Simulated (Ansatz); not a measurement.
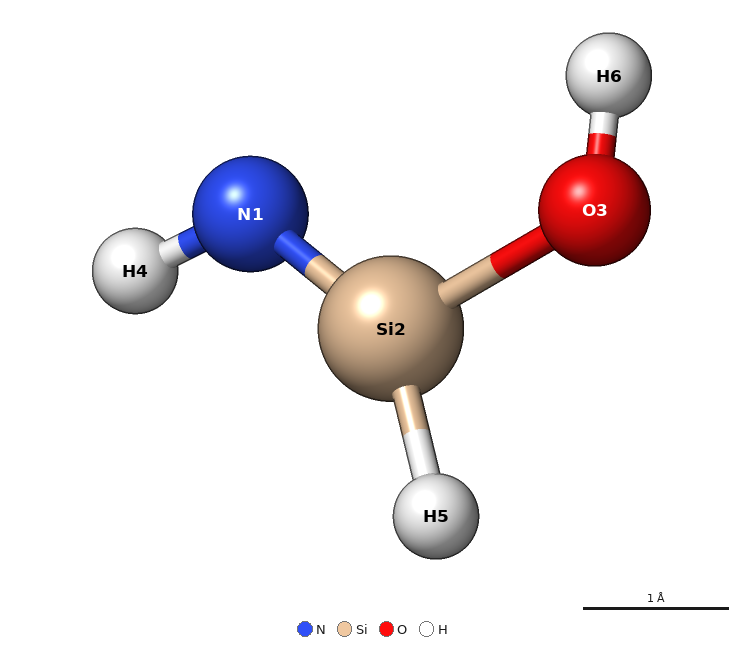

Figure made from data computed with Ansatz.

Numbered structure. Geometry: moved along internal coordinates away from the minimum.

List the bonds and their lengths.

```
  bond  length (Å)   order
N1–Si2       1.580  double
 N1–H4       1.008  single
Si2–O3       1.815  single
Si2–H5       1.478  single
 O3–H6       0.962  single
```
